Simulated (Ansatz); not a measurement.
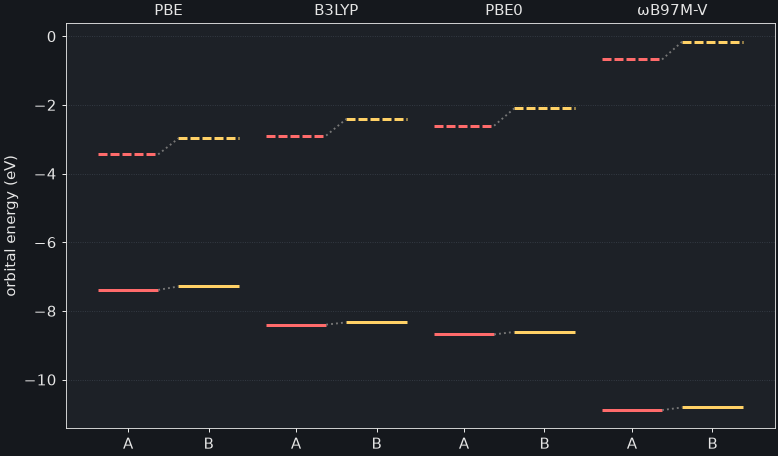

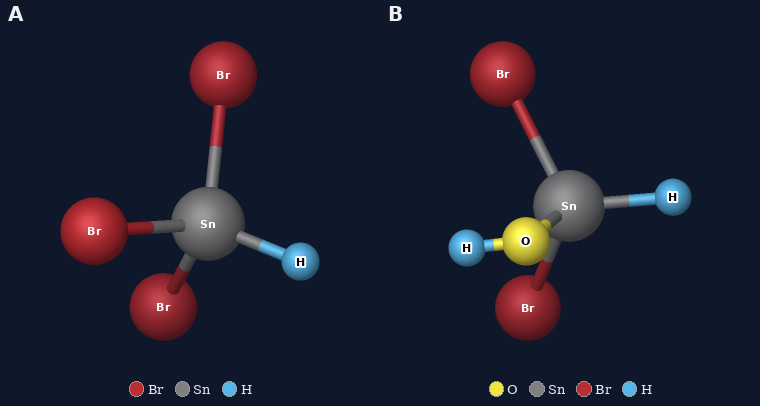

One change: A, SnHBr₃ (SMILES [Br][SnH]([Br])[Br]), becomes B, SnH₂OBr₂ (SMILES [OH][SnH]([Br])[Br]). Br on Sn is replaced by OH. HOMO (solid) and LUMO (dashed) computed in def2-TZVPP at PBE0-D4/def2-TZVP geometries, both minima by their frequencies, gas phase, the Ansatz code 0.2.0.

### What does the change do to HOMO and LUMO?

PBE: the HOMO rises by 0.10 eV, the LUMO rises by 0.47 eV, and the separation goes from 3.95 to 4.31 eV. B3LYP: the HOMO rises by 0.07 eV, the LUMO rises by 0.49 eV, and the separation goes from 5.51 to 5.92 eV. PBE0: the HOMO rises by 0.07 eV, the LUMO rises by 0.51 eV, and the separation goes from 6.08 to 6.51 eV. ωB97M-V: the HOMO rises by 0.08 eV, the LUMO rises by 0.52 eV, and the separation goes from 10.21 to 10.66 eV.

### Do the functionals agree on the effect?

They agree on the direction for both levels; the HOMO shift lies between 0.07 and 0.10 eV and the LUMO shift between 0.47 and 0.52 eV, while the separations themselves differ by up to 6.3 eV between functionals.

Caveats: core potentials past krypton; spin-orbit coupling is left out, and with Sn it can shift these values.
